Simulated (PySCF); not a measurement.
# CH11NSi3 (SMILES NC([SiH3])([SiH3])[SiH3]): what the fields show

| atom | x (Å) | y (Å) | z (Å) |
| --- | --- | --- | --- |
| N | 0.0888 | -0.7921 | 1.4443 |
| C | -0.0153 | -0.0746 | 0.1513 |
| Si | 1.6510 | -0.1453 | -0.7859 |
| Si | -1.4220 | -0.9450 | -0.8040 |
| Si | -0.5217 | 1.7113 | 0.6012 |
| H | 0.8102 | -0.3796 | 2.0277 |
| H | 0.3390 | -1.7653 | 1.2986 |
| H | 1.5878 | 0.5605 | -2.0618 |
| H | 2.6887 | 0.4418 | 0.0715 |
| H | 2.0025 | -1.5556 | -0.9969 |
| H | -1.0206 | -2.3331 | -1.0709 |
| H | -2.6389 | -0.9624 | 0.0050 |
| H | -1.6552 | -0.2646 | -2.0792 |
| H | -0.7233 | 2.4967 | -0.6177 |
| H | 0.5572 | 2.3223 | 1.3902 |
| H | -1.7357 | 1.6939 | 1.4151 |

Geometry: GFN2-xTB.

Theory: CAM-B3LYP/def2-SVPD, SCF density, gas phase (PySCF 2.14.0).

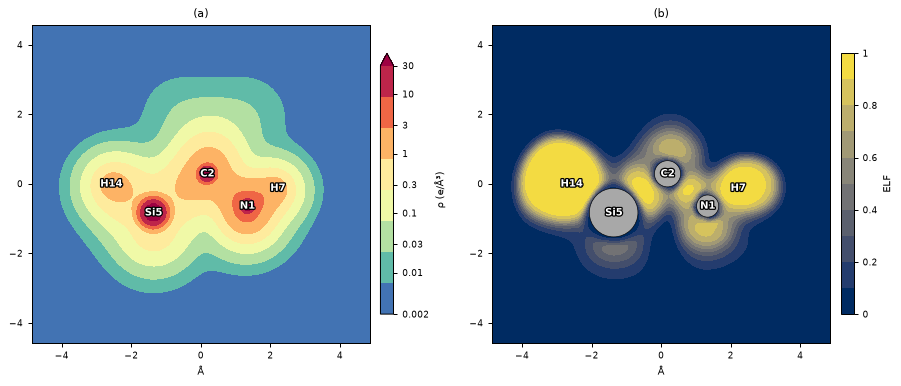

Figure 1. (a) electron density; (b) ELF on the plane of atoms C2, Si5 and H14. Grey discs cover the atomic cores in the ELF map.

Q: Read the bonding off the picture.

A:
- Atoms in the plane: N, C, Si and H.
- C–N (1.48 Å): ρ at the midpoint is about 1.8 e/Å³; the ELF peaks at about 0.90 between the atoms (a shared electron pair).
- C–Si (1.91 Å): the density is about 0.91 e/Å³ at the midpoint; the ELF peaks at about 0.95 between the atoms: a shared electron pair.
- N–H (1.02 Å): ρ is about 2.8 e/Å³ halfway; the ELF climbs to about 1 towards the hydrogen, as it does in any bond to H; a covalent bond by its length.
- Si–H (1.46 Å): the density is about 0.79 e/Å³ at the midpoint; the ELF climbs to about 1 towards the hydrogen.

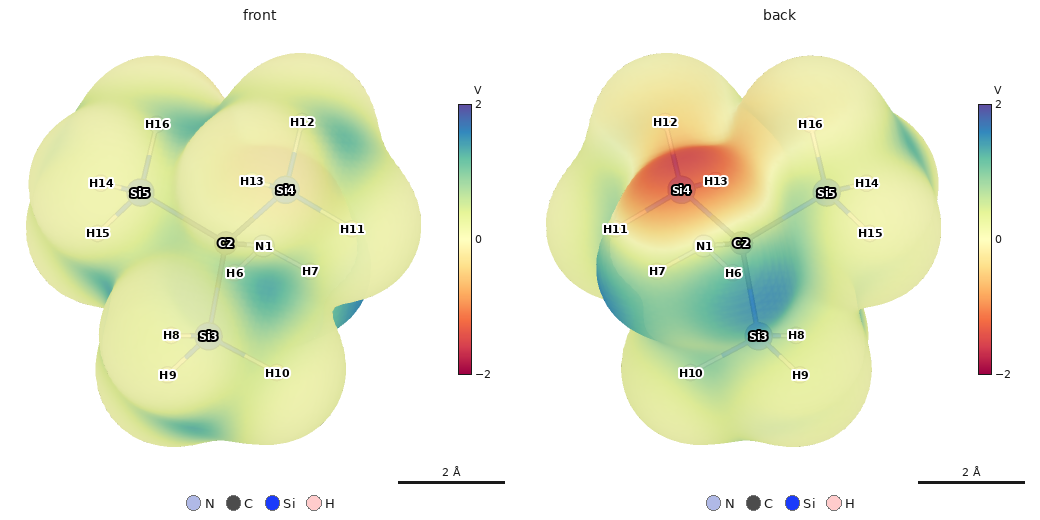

Figure 2. The electrostatic potential painted on the density surface at 0.002 e/bohr³, seen from the front and from behind; red is negative and blue positive.

Q: Where is the surface potential most negative and most positive?

A: The most negative region (about −1.4 V) lies over N1, the most positive (about +1.5 V) over H6 and H7. N1 is the likeliest acceptor of a hydrogen bond.
